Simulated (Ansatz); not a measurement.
**C2H8AlClSi: geometry optimisation**

The task is to find a stationary geometry of C2H8AlClSi.

Computed with Ansatz 0.2.0, Gaussian basis. Level: RKS PBE0-D4/def2-TZVP.

The runs, in order: relaxation at PBE-D4/def2-SVP; relaxation at PBE0-D4/def2-TZVP.

1 further run of the same task is left out (set aside as unsound or not needed).

## (1) The system as given

SMILES `[AlH2][CH](Cl)C[SiH3]`, 13 atoms, charge 0, spin multiplicity 1.

Atoms are counted from 1 here; the program's logs count them from 0.

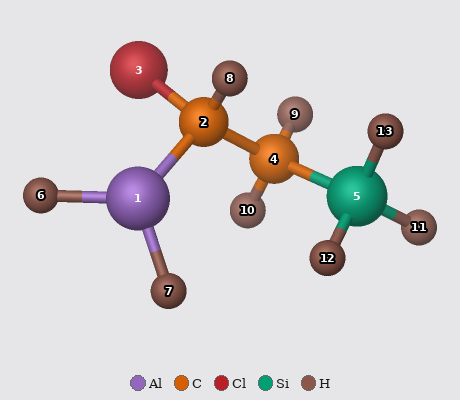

Start geometry, drawn with aluminium purple, carbon orange, chlorine red, silicon teal, hydrogen brown; atoms are numbered from 1 in the order of the file.

The start is a force-field geometry with small random shifts, so a cheaper pass at PBE-D4/def2-SVP comes first.

## (2) Optimising with PBE-D4/def2-SVP (cheap first pass)

File in.yaml:

```yaml
crystal:
  periodic: [false, false, false]
  atoms:
    - {symbol: Al, position_ang: [-1.882000, 0.181900, 0.930400]}
    - {symbol: C, position_ang: [0.007900, -0.266100, 1.105400]}
    - {symbol: Cl, position_ang: [0.515100, 0.313800, 2.691400]}
    - {symbol: C, position_ang: [0.974700, 0.360100, 0.013500]}
    - {symbol: Si, position_ang: [0.707900, -0.519000, -1.660100]}
    - {symbol: H, position_ang: [-2.682700, 0.785600, 2.217000]}
    - {symbol: H, position_ang: [-2.351800, 0.943000, -0.433500]}
    - {symbol: H, position_ang: [0.140400, -1.353300, 1.089100]}
    - {symbol: H, position_ang: [1.970800, 0.261000, 0.352200]}
    - {symbol: H, position_ang: [0.683200, 1.433100, -0.078100]}
    - {symbol: H, position_ang: [1.627400, 0.085100, -2.589600]}
    - {symbol: H, position_ang: [-0.651000, -0.344100, -2.117500]}
    - {symbol: H, position_ang: [0.960600, -1.915700, -1.505400]}
basis:
  gaussian: {orbitals: def2-SVP}
hamiltonian: {xc: pbe, dispersion: d4}
relax: {f_tol: 0.03, max_steps: 200}
```

Started as:

```console
> ansatz run in.yaml --threads 4 --pin off --events-out ev --progress --plain --max-ram 10444MiB
```

Log (excerpt; [...] marks lines left out):

```text
Functional definition: PBE
  name "PBE"
  cite "Perdew, Burke & Ernzerhof, Phys. Rev. Lett. 77, 3865 (1996) doi:10.1103/PhysRevLett.77.3865"
  parent pbe
[...]
1364 factors; their error is unknown
[...]
mean field -29173.81739789 eV, -1072.1180146489 hartree, gradient 4.5e-5 eV, S^2 0.000000; 0 other end points of the search recorded, 0 dependent functions left out
[...]
reference -29173.81744151 eV, -1072.1180162516 hartree; 32, 32 occupied and 90, 90 virtual orbitals, 1364 factors
relax step   1: F+E_penalty+E_count = -29174.15889769 eV  Δ(F+E_penalty+E_count) = +0.000e0 eV  max|allowed force component| = 3.357e0 eV/Å  Δτ_max = 0.0000 Å  (28 SCF iters, accepted)
[...]
relax step   4: F+E_penalty+E_count = -29174.84894930 eV  Δ(F+E_penalty+E_count) = -5.917e-2 eV  max|allowed force component| = 2.061e-1 eV/Å  Δτ_max = 0.1997 Å  (29 SCF iters, accepted)
[...]
relax step   7: F+E_penalty+E_count = -29175.06580677 eV  Δ(F+E_penalty+E_count) = -8.933e-2 eV  max|allowed force component| = 3.240e-1 eV/Å  Δτ_max = 0.1927 Å  (29 SCF iters, accepted)
[...]
relax step  10: F+E_penalty+E_count = -29175.16773247 eV  Δ(F+E_penalty+E_count) = +2.552e-3 eV  max|allowed force component| = 3.239e-1 eV/Å  Δτ_max = 0.1945 Å  (29 SCF iters, rejected (line search))
[...]
mean field -29174.86150865 eV, -1072.1563850116 hartree, gradient 1.5e-5 eV, S^2 0.000000; 1 other end points of the search recorded, 0 dependent functions left out
[...]
reference -29174.86155472 eV, -1072.1563867046 hartree; 32, 32 occupied and 90, 90 virtual orbitals, 1364 factors
Total energy: -29175.19378559 eV, -1072.1685959638 hartree
Atom 0 at    -1.843505     0.514743     1.151825 Å, force     0.001247    -0.012541    -0.004820 eV/Å
Atom 1 at     0.001656    -0.204055     0.933124 Å, force     0.002694     0.017471    -0.001605 eV/Å
Atom 2 at     0.070153     0.867588     2.606592 Å, force     0.002471     0.002680     0.006231 eV/Å
Atom 3 at     0.993944     0.303463    -0.064248 Å, force    -0.014829    -0.015536     0.002536 eV/Å
Atom 4 at     0.741656    -0.653277    -1.703841 Å, force     0.004429     0.010741     0.007400 eV/Å
Atom 5 at    -2.941436    -0.370613     1.899081 Å, force     0.006554     0.005380     0.000413 eV/Å
Atom 6 at    -2.146143     1.863353     0.348137 Å, force    -0.002494    -0.001212     0.007802 eV/Å
Atom 7 at     0.241776    -1.211729     1.324646 Å, force    -0.005847    -0.001401    -0.006786 eV/Å
Atom 8 at     2.055899     0.187553     0.247980 Å, force    -0.004336     0.002341    -0.008737 eV/Å
Atom 9 at     0.821281     1.373507    -0.310649 Å, force     0.003571    -0.006495    -0.004732 eV/Å
Atom 10 at     1.716934    -0.135903    -2.724949 Å, force     0.000543    -0.005633     0.005588 eV/Å
Atom 11 at    -0.664357    -0.443818    -2.195900 Å, force     0.006489    -0.000512    -0.004997 eV/Å
Atom 12 at     0.972644    -2.125413    -1.496999 Å, force    -0.000492     0.004716     0.001706 eV/Å
Dipole moment:     0.352755    -0.146858    -0.204484 e Å
```

Wall time 22 s (4 threads of Arm Neoverse V2, shared host).

Step by step: (the energy doesn't fall at every step)

```csv
step,energy from step 1 (eV),largest force component (eV/Å)
1,0.0000,3.3566
2,-0.5249,1.3184
3,-0.6309,0.7058
4,-0.6901,0.2061
5,-0.7483,0.2639
6,-0.8176,0.3183
7,-0.9069,0.3240
8,-0.9873,0.2637
9,-1.0114,0.2384
10,-1.0088,0.3239
11,-1.0277,0.1779
12,-1.0264,0.1609
13,-1.0340,0.0254
14,-1.0348,0.0175
```

The force was under the threshold of 0.03 eV/Å already at step 13, but the program went on to step 14.

Distances of close pairs at the start and the end, largest changes first:

```csv
bond,before (Å),after (Å),change (Å)
Al1–Cl3,2.977,2.430,-0.548
C2–Cl3,1.763,1.988,+0.225
C2–C4,1.587,1.496,-0.092
Si5–H13,1.428,1.504,+0.077
Si5–H11,1.440,1.504,+0.064
Si5–H12,1.444,1.504,+0.060
C4–H9,1.057,1.113,+0.056
Al1–C2,1.950,1.992,+0.042
```

## (3) Optimising with PBE0-D4/def2-TZVP

File in.yaml:

```yaml
crystal:
  periodic: [false, false, false]
  atoms:
    - {symbol: Al, position_ang: [-1.843505, 0.514743, 1.151825]}
    - {symbol: C, position_ang: [0.001656, -0.204055, 0.933124]}
    - {symbol: Cl, position_ang: [0.070153, 0.867588, 2.606592]}
    - {symbol: C, position_ang: [0.993944, 0.303463, -0.064248]}
    - {symbol: Si, position_ang: [0.741656, -0.653277, -1.703841]}
    - {symbol: H, position_ang: [-2.941436, -0.370613, 1.899081]}
    - {symbol: H, position_ang: [-2.146143, 1.863353, 0.348137]}
    - {symbol: H, position_ang: [0.241776, -1.211729, 1.324646]}
    - {symbol: H, position_ang: [2.055899, 0.187553, 0.247980]}
    - {symbol: H, position_ang: [0.821281, 1.373507, -0.310649]}
    - {symbol: H, position_ang: [1.716934, -0.135903, -2.724949]}
    - {symbol: H, position_ang: [-0.664357, -0.443818, -2.195900]}
    - {symbol: H, position_ang: [0.972644, -2.125413, -1.496999]}
basis:
  gaussian: {orbitals: def2-TZVP}
hamiltonian: {xc: pbe0, dispersion: d4}
relax: {f_tol: 0.005, max_steps: 150}
```

Same command.

Log (excerpt; [...] marks lines left out):

```text
Functional definition: PBE0
  name "PBE0"
  cite "Adamo & Barone, J. Chem. Phys. 110, 6158 (1999) doi:10.1063/1.478522"
  cite "Perdew, Burke & Ernzerhof, Phys. Rev. Lett. 77, 3865 (1996) doi:10.1103/PhysRevLett.77.3865"
  parent pbe
[...]
1527 factors; their error is unknown
[...]
mean field -29189.57498077 eV, -1072.6970951386 hartree, gradient 2.2e-5 eV, S^2 0.000000; 0 other end points of the search recorded, 0 dependent functions left out
[...]
reference -29189.57502230 eV, -1072.6970966651 hartree; 32, 32 occupied and 189, 189 virtual orbitals, 1527 factors
relax step   1: F+E_penalty+E_count = -29189.85943274 eV  Δ(F+E_penalty+E_count) = +0.000e0 eV  max|allowed force component| = 5.571e-1 eV/Å  Δτ_max = 0.0000 Å  (28 SCF iters, accepted)
[...]
Atom 3 at     0.975439     0.314738    -0.081156 Å, force    -0.002320    -0.004593     0.000124 eV/Å
Atom 4 at     0.751578    -0.651443    -1.689615 Å, force    -0.000014     0.000879    -0.002114 eV/Å
Atom 5 at    -2.904744    -0.379321     1.909889 Å, force    -0.000042    -0.000163     0.000858 eV/Å
Atom 6 at    -2.155869     1.868677     0.407862 Å, force    -0.000255     0.000522     0.000198 eV/Å
Atom 7 at     0.215353    -1.192861     1.273895 Å, force    -0.000391    -0.001302     0.001330 eV/Å
Atom 8 at     2.017552     0.210928     0.242071 Å, force     0.002226     0.000541     0.000006 eV/Å
Atom 9 at     0.801735     1.368623    -0.320885 Å, force    -0.000080     0.001709    -0.001017 eV/Å
Atom 10 at     1.748963    -0.184117    -2.686328 Å, force     0.000311     0.000169     0.000035 eV/Å
Atom 11 at    -0.619780    -0.434581    -2.221145 Å, force     0.000108     0.000316     0.000720 eV/Å
Atom 12 at     0.945665    -2.105742    -1.448431 Å, force     0.000115    -0.000136     0.000514 eV/Å
Dipole moment:     0.323460    -0.138764    -0.188584 e Å
```

It took 47 s on 4 threads of Arm Neoverse V2, shared host; peak memory 0.7 GiB.

Relaxation path:

```csv
step,energy from step 1 (eV),largest force component (eV/Å)
1,0.0000,0.5571
2,-0.0417,0.2628
3,-0.0489,0.1211
4,-0.0507,0.0849
5,-0.0512,0.0449
6,-0.0517,0.0131
7,-0.0518,0.0140
8,-0.0519,0.0106
9,-0.0519,0.0138
10,-0.0519,0.0046
```

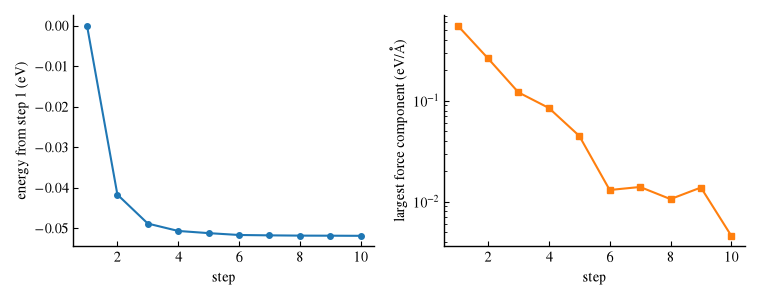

Energy and force, step by step.

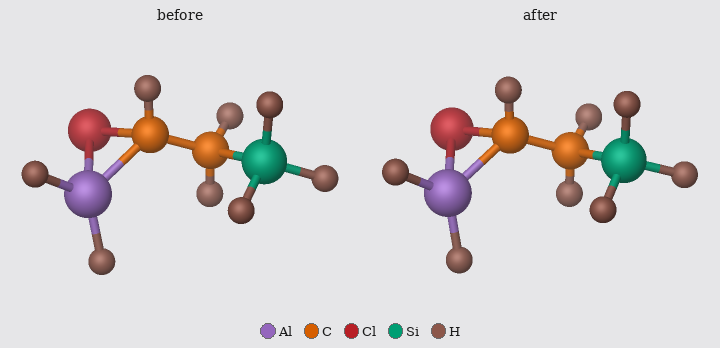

The geometry before (left) and after (right).

Close pairs (by a distance rule), those that changed most:

```csv
bond,before (Å),after (Å),change (Å)
C2–Cl3,1.988,1.928,-0.061
Al1–Cl3,2.430,2.399,-0.031
C4–Si5,1.915,1.890,-0.025
Al1–C2,1.992,1.970,-0.022
Si5–H11,1.504,1.485,-0.018
C2–H8,1.107,1.089,-0.018
Si5–H12,1.504,1.487,-0.018
Si5–H13,1.504,1.487,-0.018
```

Mulliken charges at the end point, from the run's report:

Al1 0.32; C2 -0.18; Cl3 -0.14; C4 -0.32; Si5 0.14; H6 -0.11; H7 -0.11; H8 0.16; H9 0.14; H10 0.15; H11 -0.02; H12 -0.02; H13 -0.02

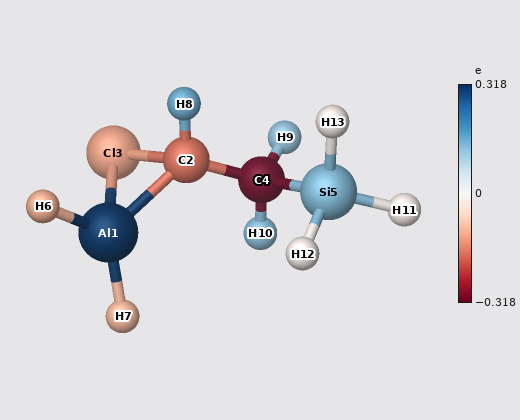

Mulliken charges at the end point, from the run's report, as colours on the atoms.

## (4) Results

```
                  quantity           value
               point group              C1
                     steps         14 + 10
shift from the start (rms)         0.562 Å
              total energy  -29189.9114 eV
           dispersion term        -287 meV
             dipole moment          1.92 D
```

In words: The relaxed geometry lies 0.56 Å (rms) from the start; the bond that changed most is Al1–Cl3, from 2.977 to 2.399 Å. The bonds at the end are not those of the start, so the run found another structure. No vibrations were run, so it is not proven to be a minimum. The largest Mulliken charge, -0.32 e, sits on C4.
